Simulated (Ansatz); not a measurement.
```xyz
11

C     1.7115    0.4821    1.2527
C     1.5918    0.5316   -0.0729
Si    0.3374   -0.4870   -0.9677
Si   -1.7139    0.0813   -0.2897
H     2.4584    1.0938    1.7461
H     1.0727   -0.1608    1.8509
H     0.5695   -1.9111   -0.6844
H     0.4552   -0.2484   -2.4136
H    -1.9447    1.5049   -0.5760
H    -1.8290   -0.1530    1.1573
H    -2.7088   -0.7335   -1.0026
```

Not at a stationary point (largest force 1.4 eV/Å).

These are results of Ansatz 0.2.0, SCF r2SCAN, Gaussian basis, not measurements.

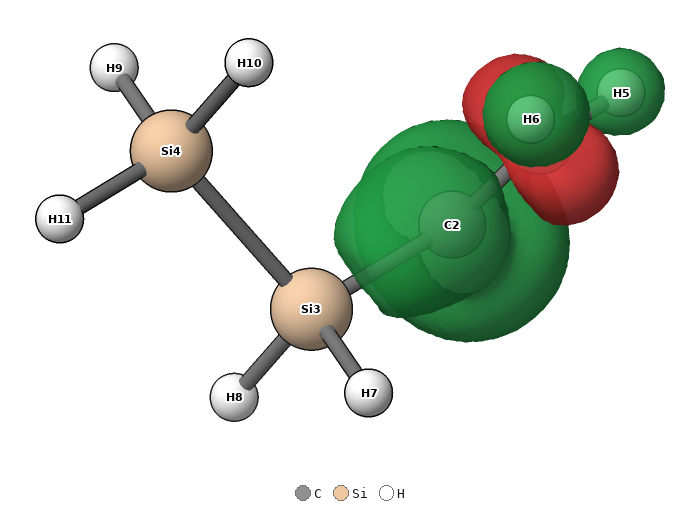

C2H7Si2 (doublet). Isosurfaces of the spin density at +0.03 (green) and −0.03 e/Å³ (red), seen at a tilt.

Q: Describe the spin distribution.

A: The unpaired spin (1 electron) lies mostly on C2 (about 0.8) and Si3 (about 0.1), in electrons by Hirshfeld's partition.
